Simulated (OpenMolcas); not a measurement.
# AlMg⁻: relativistic diatomic calculation (part 2 of 2)

The same run, continued: AlMg⁻. Method: SA-CASSCF(6,8)/XMS-CASPT2 + RASSI spin-orbit (X2C scalar, AMFI), ANO-RCC-VTZP (OpenMolcas).

## The program's output (extracts), continued
```
++ Dipole transition strengths (spin-free states):
     for osc. strength at least  1.00000000E-05
      From   To        Osc. strength     Einstein coefficients Ax, Ay, Az (sec-1)    Total A (sec-1)
         1    3       1.06559786E-03  0.00000000E+00  0.00000000E+00  1.30984011E+05  1.30984011E+05
         1    5       8.24028108E-04  0.00000000E+00  0.00000000E+00  1.35916216E+05  1.35916216E+05
         1    7       7.95453968E-04  0.00000000E+00  0.00000000E+00  3.25907152E+05  3.25907152E+05
         2    4       1.06623119E-03  0.00000000E+00  0.00000000E+00  1.31060941E+05  1.31060941E+05
         2    6       8.24980854E-04  0.00000000E+00  0.00000000E+00  1.36073098E+05  1.36073098E+05
         2    8       7.94659225E-04  0.00000000E+00  0.00000000E+00  3.25584381E+05  3.25584381E+05
         9   11       6.97049729E-04  0.00000000E+00  0.00000000E+00  9.07314613E+04  9.07314613E+04
         9   12       1.97127977E-05  0.00000000E+00  0.00000000E+00  2.56591584E+03  2.56591584E+03
         9   14       1.27951745E-03  0.00000000E+00  0.00000000E+00  3.37629524E+05  3.37629524E+05
         9   13       6.84504468E-02  0.00000000E+00  0.00000000E+00  1.80621934E+07  1.80621934E+07
         9   16       2.20934968E-05  0.00000000E+00  0.00000000E+00  5.99603454E+03  5.99603454E+03
         9   15       1.90182406E-05  0.00000000E+00  0.00000000E+00  5.16142958E+03  5.16142958E+03
        10   11       1.97127977E-05  0.00000000E+00  0.00000000E+00  2.56591584E+03  2.56591584E+03
        10   12       6.97049729E-04  0.00000000E+00  0.00000000E+00  9.07314614E+04  9.07314614E+04
        10   14       6.84504468E-02  0.00000000E+00  0.00000000E+00  1.80621934E+07  1.80621934E+07
        10   13       1.27951745E-03  0.00000000E+00  0.00000000E+00  3.37629523E+05  3.37629523E+05
        10   16       1.90182356E-05  0.00000000E+00  0.00000000E+00  5.16142820E+03  5.16142820E+03
        10   15       2.20934982E-05  0.00000000E+00  0.00000000E+00  5.99603492E+03  5.99603492E+03
        17   22       5.59096303E-03  5.82680395E+05  5.37086726E+04  0.00000000E+00  6.36389068E+05
        17   23       5.59096305E-03  5.37086819E+04  5.82680435E+05  0.00000000E+00  6.36389117E+05
        17   21       5.39729464E-02  0.00000000E+00  0.00000000E+00  7.65966420E+06  7.65966420E+06
         3    5       1.40305521E-03  0.00000000E+00  0.00000000E+00  4.32629860E+03  4.32629860E+03
         3    7       1.11544798E-02  0.00000000E+00  0.00000000E+00  9.34776785E+05  9.34776785E+05
         4    6       1.40287173E-03  0.00000000E+00  0.00000000E+00  4.32586280E+03  4.32586280E+03
         4    8       1.11537942E-02  0.00000000E+00  0.00000000E+00  9.34745338E+05  9.34745338E+05
         5    7       5.05814815E-03  0.00000000E+00  0.00000000E+00  2.76864606E+05  2.76864606E+05
         6    8       5.05738022E-03  0.00000000E+00  0.00000000E+00  2.76830129E+05  2.76830129E+05
        11   13       1.12894062E-03  0.00000000E+00  0.00000000E+00  2.63933271E+04  2.63933271E+04
        11   15       5.87351148E-04  0.00000000E+00  0.00000000E+00  1.50682923E+04  1.50682923E+04
        12   14       1.12894061E-03  0.00000000E+00  0.00000000E+00  2.63933268E+04  2.63933268E+04
        12   16       5.87351157E-04  0.00000000E+00  0.00000000E+00  1.50682925E+04  1.50682925E+04
        22   18       6.88357861E-05  5.42616815E-01  1.72453822E+00  0.00000000E+00  2.26715503E+00
        22   19       7.06042333E-05  1.86090043E+00  5.85524865E-01  0.00000000E+00  2.44642529E+00
        22   20       3.91412059E-04  2.01571320E+01  2.18709417E+02  0.00000000E+00  2.38866549E+02
        22   21       6.49690770E-05  9.20687914E+01  8.47646508E+00  0.00000000E+00  1.00545256E+02
        23   18       6.88354310E-05  1.72451882E+00  5.42614723E-01  0.00000000E+00  2.26713354E+00
        23   19       7.06040733E-05  5.85520608E-01  1.86088883E+00  0.00000000E+00  2.44640944E+00
        23   20       3.91412856E-04  2.18709787E+02  2.01570083E+01  0.00000000E+00  2.38866795E+02
        23   21       6.49690047E-05  8.47646885E+00  9.20686123E+01  0.00000000E+00  1.00545081E+02
        14   16       8.80581656E-04  0.00000000E+00  0.00000000E+00  4.65322253E+01  4.65322253E+01
        13   15       8.80581654E-04  0.00000000E+00  0.00000000E+00  4.65322253E+01  4.65322253E+01
 Electric-quadrupole - electric-quadrupole not included
 Electric-dipole - electric-octupole not included
 Electric-dipole - magnetic-quadrupole not included
   Eigenvalues of complex Hamiltonian:
  (Shifted by EMIN (a.u.) =       -442.6863914624)
 SO State       Relative EMIN(au)   Rel lowest level(eV)    D:o, cm**(-1)      Omega
     1            -0.0001045110        0.0000000000              0.0000         0.0
     2            -0.0001044985        0.0000003383              0.0027         0.0
     3            -0.0000008518        0.0028207112             22.7506         1.0
     4            -0.0000006331        0.0028266622             22.7986         1.0
     5             0.0001045809        0.0056896787             45.8904         2.0
     6             0.0001045809        0.0056896787             45.8904         2.0
     7             0.0126962741        0.3483271070           2809.4476         1.0
     8             0.0126962741        0.3483271076           2809.4476         1.0
     9             0.0271659824        0.7420679278           5985.1815         2.0
    10             0.0271659824        0.7420679278           5985.1815         2.0
    11             0.0271659845        0.7420679843           5985.1819         1.0
    12             0.0271659845        0.7420679843           5985.1819         1.0
    13             0.0271659851        0.7420680031           5985.1821         0.0
    14             0.0618433164        1.6856862592          13595.9766         2.0
    15             0.0618433165        1.6856862615          13595.9766         2.0
    16             0.0618518165        1.6859175566          13597.8421         1.0
    17             0.0618518181        1.6859176004          13597.8425         1.0
    18             0.0618592134        1.6861188364          13599.4656         0.0
    19             0.0618592469        1.6861197486          13599.4729         0.0
    20             0.0716440686        1.9523783103          15746.9930         0.0
    21             0.0716442459        1.9523831359          15747.0320         0.0
    22             0.0716478291        1.9524806386          15747.8184         1.0
    23             0.0716479778        1.9524846866          15747.8510         1.0
    24             0.0716544810        1.9526616485          15749.2783         2.0
    25             0.0716544812        1.9526616519          15749.2783         2.0
    26             0.0763452552        2.0803041161          16778.7843         1.0
    27             0.0763452552        2.0803041160          16778.7843         1.0
    28             0.0866098905        2.3596190714          19031.6113         1.0
    29             0.0866098905        2.3596190714          19031.6113         1.0
    30             0.0866450574        2.3605760109          19039.3295         0.0
    31             0.0866459353        2.3605999018          19039.5222         0.0
    32             0.0866826296        2.3615984040          19047.5757         1.0
    33             0.0866826318        2.3615984628          19047.5762         1.0
    34             0.0867210268        2.3626432457          19056.0029         2.0
    35             0.0867211067        2.3626454181          19056.0204         2.0
    36             0.0867606406        2.3637211903          19064.6971         3.0
    37             0.0867606406        2.3637211903          19064.6971         3.0
    38             0.0875330729        2.3847401434          19234.2264         0.1
    39             0.0875330763        2.3847402382          19234.2272         0.1
    40             0.0876238097        2.3872092175          19254.1408         1.0
    41             0.0876238097        2.3872092173          19254.1408         1.0
    42             0.0877020071        2.3893370771          19271.3032         2.0
    43             0.0877279395        2.3900427360          19276.9947         2.0
    44             0.0878053435        2.3921490057          19293.9829         3.0
    45             0.0878053435        2.3921490057          19293.9829         3.0
    46             0.0878936604        2.3945522306          19313.3662         4.0
    47             0.0878936604        2.3945522305          19313.3662         4.0
    48             0.0910450899        2.4803069960          20005.0251         2.0
    49             0.0910450899        2.4803069959          20005.0251         2.0
    50             0.0910452524        2.4803114169          20005.0607         1.0
    51             0.0910452524        2.4803114166          20005.0607         1.0
    52             0.0910453065        2.4803128905          20005.0726         0.0
    53             0.0936265947        2.5505533203          20571.5999         0.0
    54             0.0936266199        2.5505540049          20571.6054         1.0
    55             0.0936266199        2.5505540048          20571.6054         1.0
    56             0.0936266954        2.5505560587          20571.6220         2.0
    57             0.0936266954        2.5505560587          20571.6220         2.0
    58             0.1033191986        2.8143025082          22698.8805         1.0
    59             0.1033191986        2.8143025082          22698.8805         1.0
    60             0.1046018208        2.8492044360          22980.3836         1.0
    61             0.1046018208        2.8492044365          22980.3836         1.0
    62             0.1128954849        3.0748865341          24800.6324         2.0
    63             0.1128954849        3.0748865338          24800.6324         2.0
    64             0.1129238161        3.0756574638          24806.8504         1.0
    65             0.1129245281        3.0756768401          24807.0067         1.0
    66             0.1129527233        3.0764440697          24813.1948         0.0
    67             0.1129527400        3.0764445232          24813.1985         0.0
 Weights of the five most important spin-orbit-free states for each spin-orbit state.
 SO State  Total energy (au)           Spin-free states, spin, and weights
    1        -0.000105       1 1.0  0.5005    2 1.0  0.4995   17 2.0  0.0000   18 2.0  0.0000   19 2.0  0.0000
    2        -0.000104       1 1.0  0.5005    2 1.0  0.4995   18 2.0  0.0000   19 2.0  0.0000    4 1.0  0.0000
    3        -0.000001       1 1.0  0.9999   10 0.0  0.0001    9 0.0  0.0000   17 2.0  0.0000   16 0.0  0.0000
    4        -0.000001       2 1.0  0.9999    9 0.0  0.0001   10 0.0  0.0000   17 2.0  0.0000   15 0.0  0.0000
    5         0.000105       2 1.0  0.5005    1 1.0  0.4995   17 2.0  0.0000   20 2.0  0.0000    3 1.0  0.0000
    6         0.000105       2 1.0  0.5005    1 1.0  0.4995   17 2.0  0.0000   20 2.0  0.0000    3 1.0  0.0000
    7         0.012696      10 0.0  0.9769    9 0.0  0.0231    1 1.0  0.0001    3 1.0  0.0000    5 1.0  0.0000
    8         0.012696       9 0.0  0.9769   10 0.0  0.0231    2 1.0  0.0001    4 1.0  0.0000    6 1.0  0.0000
    9         0.027166      17 2.0  1.0000    5 1.0  0.0000    6 1.0  0.0000    1 1.0  0.0000    2 1.0  0.0000
   10         0.027166      17 2.0  1.0000    5 1.0  0.0000    6 1.0  0.0000    1 1.0  0.0000    2 1.0  0.0000
   11         0.027166      17 2.0  1.0000   22 2.0  0.0000    6 1.0  0.0000   23 2.0  0.0000    2 1.0  0.0000
   12         0.027166      17 2.0  1.0000   23 2.0  0.0000    5 1.0  0.0000   22 2.0  0.0000    1 1.0  0.0000
   13         0.027166      17 2.0  1.0000   22 2.0  0.0000   23 2.0  0.0000    6 1.0  0.0000    5 1.0  0.0000
   14
```

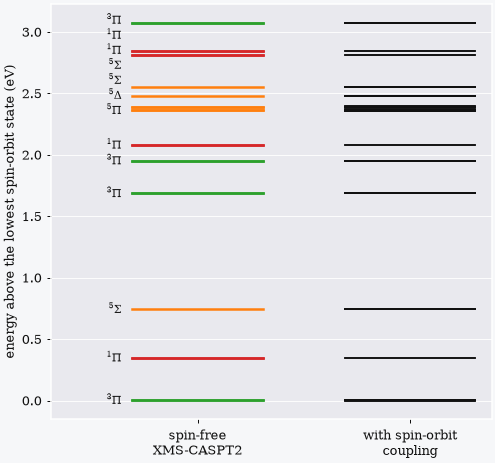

*States up to 3.5 eV at 2.731 Å, without spin-orbit coupling (left, a colour for each spin multiplicity) and with it (right, where close levels merge).*

The spin-free states run ³Π (0.00 eV), ¹Π (0.35 eV), ⁵Σ (0.74 eV), ³Π (1.68 eV), ³Π (1.95 eV), ¹Π (2.08 eV) from the lowest. The lowest spin-orbit levels have |Ω| = 0 (0 cm⁻¹), 1 (23 cm⁻¹), 2 (46 cm⁻¹), 1 (2,809 cm⁻¹), 2 (5,985 cm⁻¹).

## Results in brief

- outcome: converged; whether the anion is bound against detachment isn't tested
- lowest spin-free state: ³Π
- lowest spin-orbit level: Ω = 0, −442.68650 hartree
- next level: Ω = 1, 23 cm⁻¹
- wall time: 37 s

## Notes

To bear in mind: 2 of the 67 spin-orbit states have no clean Ω, so their splittings aren't to be trusted; the run doesn't test whether the anion keeps its extra electron; the basis has no added diffuse functions, and states above the detachment threshold, which may include the lowest, are held only by it.
